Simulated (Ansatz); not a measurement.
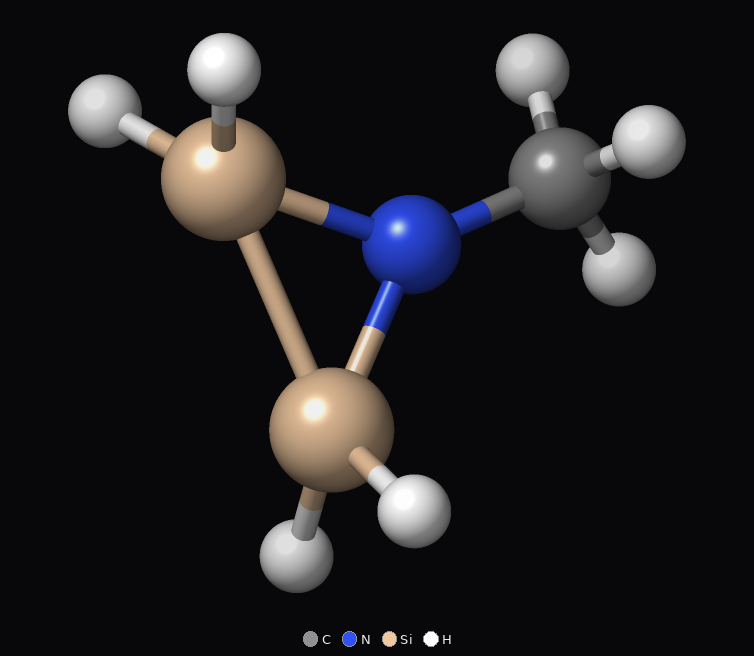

A ball-and-stick model of a molecule. Every bond is drawn as one stick, whatever its order.

Identify the structure.

The molecule is CH₇NSi₂. Its SMILES string is `CN1[SiH2][SiH2]1`. Independent rings (smallest set): 1 of 3 members. Among its groups: Si–H bond, Si–N bond. This geometry has Cs symmetry. Coordination, clear cases only: 1 C tetrahedral.

More results for the same structure follow; atom numbers are the same in all pictures, views and colours differ. Computed geometry: PBE0-D4/def2-TZVP optimisation.

Geometry

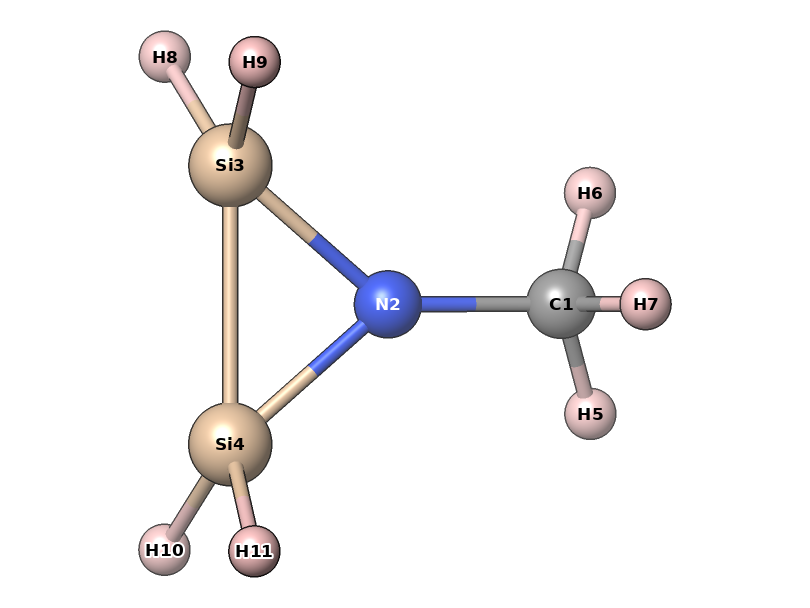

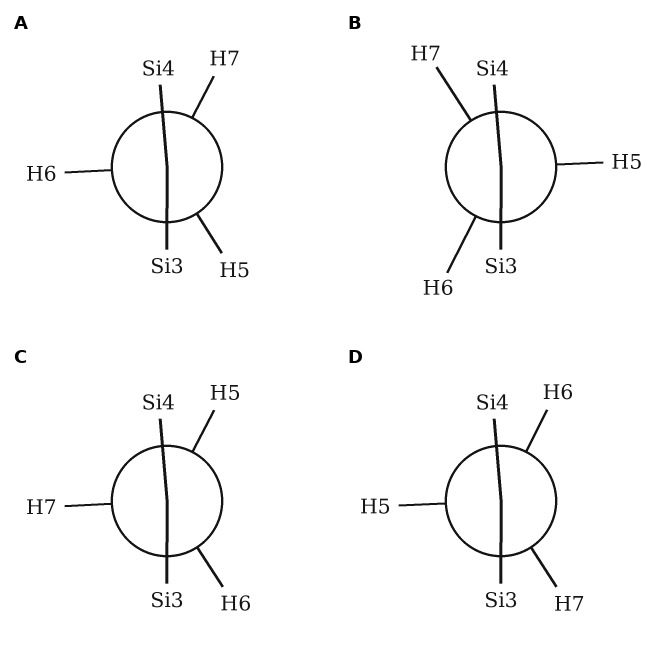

Distant atoms are faded towards the background colour. Bonds that would overlap in a projection are set slightly apart.

> Which Newman projection shows the view along N2–C1, with N2 in front?

C. The torsion angle Si3–N2–C1–H5 is −153°, antiperiplanar (anti).

Vibrations

Harmonic vibrations computed with RKS PBE0-D4/def2-TZVP (Ansatz 0.2.0) at a stationary point of the same level.

> How many vibrational modes are there, and where do they lie?

27 modes: 35, 166, 248, 427, 449, 505, 581, 630, 656, 660, 788, 790, 981, 982, 1132, 1170, 1289, 1453, 1487, 1498, 2191, 2197, 2200, 2204, 3019, 3079, 3101 cm⁻¹.

Charges

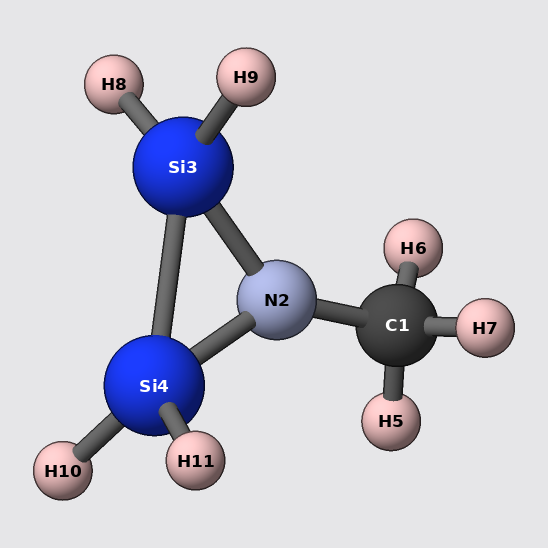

The questions are on Mulliken charges. Properties computed with RKS r2SCAN-D4/def2-TZVPP (Ansatz 0.2.0).

> Which atom carries the highest charge (most positive or least negative)?

Si3, Si4 (0.28 e).

> And the lowest?

N2 (−0.34 e).

Give the Mulliken charges atom by atom.

| atom | value (e) |
| --- | --- |
| C1 | −0.06 |
| N2 | −0.34 |
| Si3 | 0.28 |
| Si4 | 0.28 |
| H5 | 0.05 |
| H6 | 0.05 |
| H7 | 0.06 |
| H8 | −0.08 |
| H9 | −0.08 |
| H10 | −0.08 |
| H11 | −0.08 |

Levels of theory compared

Program: Ansatz 0.2.0.

Tabulate HOMO–LUMO gap (eV) at these levels: B3LYP-D4/def2-TZVPP; BLYP-D4/def2-TZVPP; CAM-B3LYP-D4/def2-TZVPP; PBE0-D4/def2-SVP; SPW92 (LDA)/def2-TZVPP; ωB97M-V/def2-SVP.

| level | HOMO–LUMO gap (eV) |
| --- | --- |
| B3LYP-D4/def2-TZVPP | 6.09 |
| BLYP-D4/def2-TZVPP | 4.44 |
| CAM-B3LYP-D4/def2-TZVPP | 8.82 |
| PBE0-D4/def2-SVP | 6.65 |
| SPW92 (LDA)/def2-TZVPP | 4.32 |
| ωB97M-V/def2-SVP | 10.72 |

Mulliken values depend strongly on the basis set and can even reverse the polarity of a bond.
